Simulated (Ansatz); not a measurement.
# F$_{3}$HO$_{2}$W (SMILES [O]=[W]([OH])([F])([F])[F]): what the fields show

Input file:

```
crystal:
  periodic: [false, false, false]
  atoms:
    - {symbol: O, position_ang: [-1.646950, -0.575134, 0.765462]}
    - {symbol: W, position_ang: [-0.346569, 0.116580, -0.031730]}
    - {symbol: O, position_ang: [1.080144, -0.951339, 0.503521]}
    - {symbol: F, position_ang: [-0.278736, -0.704781, -1.701017]}
    - {symbol: F, position_ang: [-1.053776, 1.542374, -0.989276]}
    - {symbol: F, position_ang: [0.287464, 1.454615, 1.096669]}
    - {symbol: H, position_ang: [2.019624, -0.950314, 0.310671]}
basis:
  gaussian: {orbitals: def2-TZVPP}
hamiltonian: {xc: pbe0, dispersion: d4}
output: {orbitals: {seedname: orbitals}}
```

Launched as:

```sh
ansatz run in.yaml --threads 4 --pin off --events-out ev --progress --plain --max-ram 10444MiB
```

Geometry: PBE0-D4/def2-TZVP; core potentials replace the inner electrons of W.

These are results of RKS PBE0-D4/def2-TZVPP (Ansatz), not measurements.

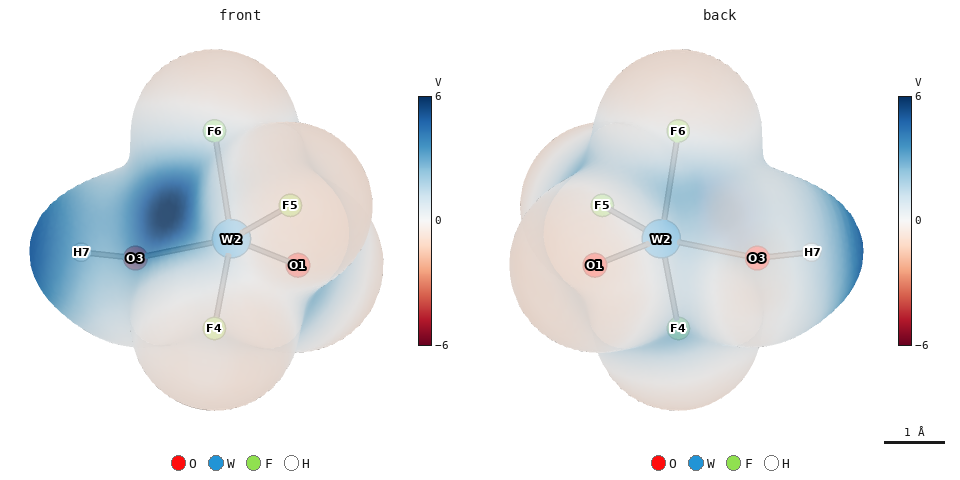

Figure 1. The molecular electrostatic potential painted on the density surface at 0.004 e/bohr³, seen from the front and from behind; red is negative and blue positive.

Where is the surface potential most negative and most positive?

Answer. The most negative region (about −0.8 V, or −18 kcal/mol for a unit charge) lies over O1 and F5, the most positive (about +5.7 V, or +131 kcal/mol for a unit charge) over W2.

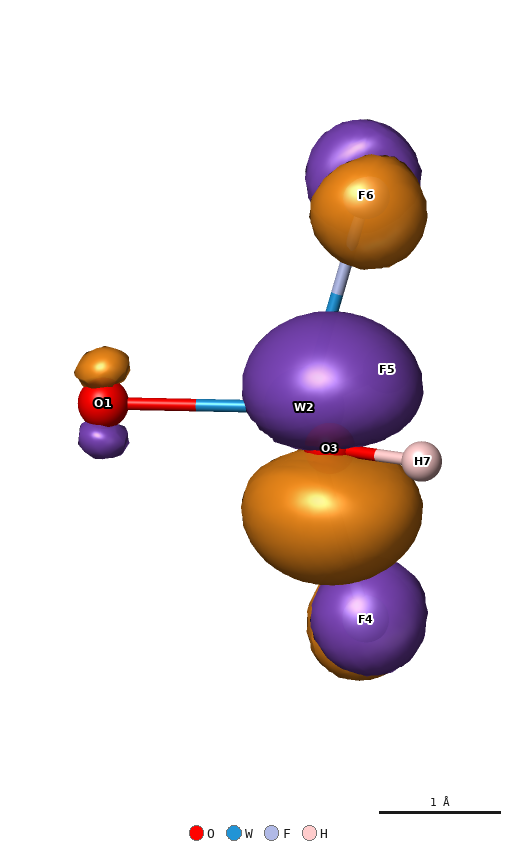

Figure 2. The HOMO−1 at ±0.2 Å⁻³ᐟ² (orange and purple are the two phases), seen at an oblique angle.

Where does this orbital lie, and at what energy?

Answer. It lies mainly on O3 (about 60 %), F4 (about 15 %) and F6 (about 15 %). Its energy is −10.79 eV.

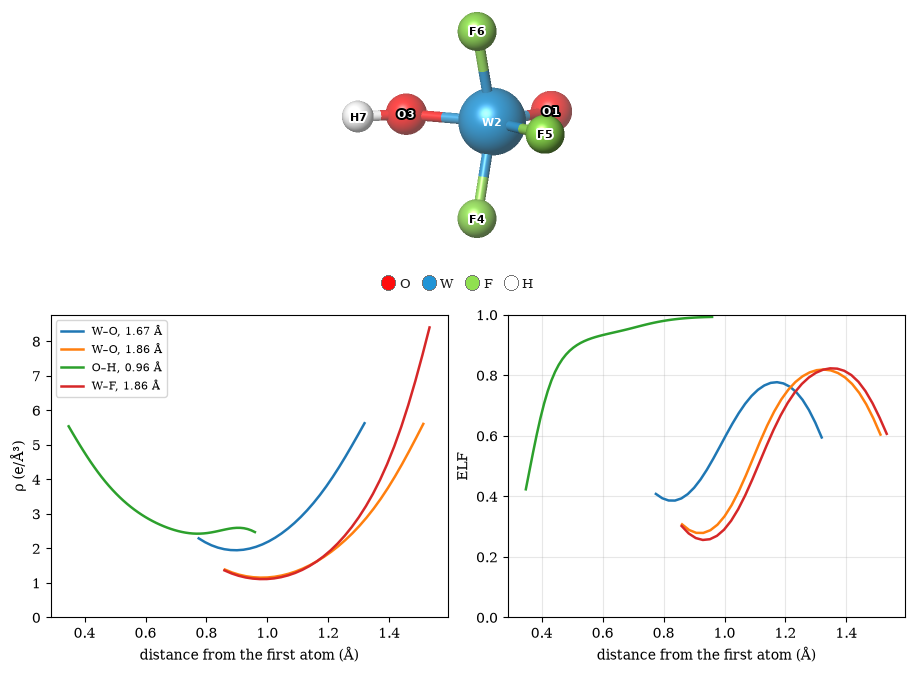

Figure 3. Electron density and ELF along straight lines between neighbouring atoms. The curves leave out the atomic cores. The structure is drawn too.

What can be read from the curves?

Answer. W–O (1.67 Å): ρ is about 2 e/Å³ halfway; the ELF peaks at about 0.80 in the valence shell of O, 0.5 Å from its nucleus, and drops to about 0.40 between the two atoms.
W–O (1.86 Å): ρ is about 1.2 e/Å³ halfway; the ELF peaks at about 0.80 in the valence shell of O, 0.5 Å from its nucleus, and drops to about 0.30 between the two atoms.
O–H (0.96 Å): the density is about 3.8 e/Å³ at the midpoint; the ELF climbs to about 1 towards the hydrogen, as it does in any bond to H; a covalent bond by its length.
W–F (1.86 Å): the density is about 1.2 e/Å³ at the midpoint; the ELF peaks at about 0.80 in the valence shell of F, 0.5 Å from its nucleus, and drops to about 0.25 between the two atoms.

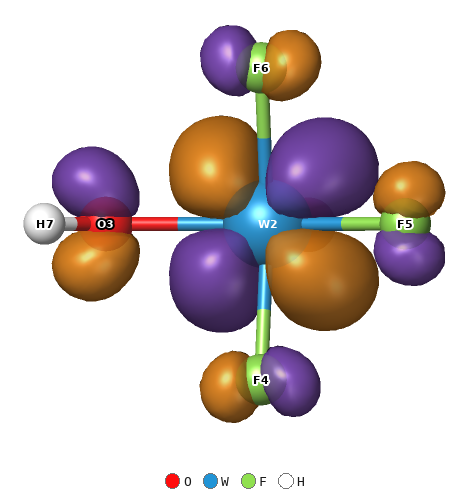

Figure 4. The LUMO at ±0.15 Å⁻³ᐟ² (orange and purple are the two phases), seen across its widest extent.

Describe this orbital and give its energy.

Answer. By Hirshfeld shares it lies mainly on W2 (about 70 %), O3 (about 10 %), F5 (about 5 %), F4 (about 5 %) and F6 (about 5 %). Its energy is −3.27 eV.
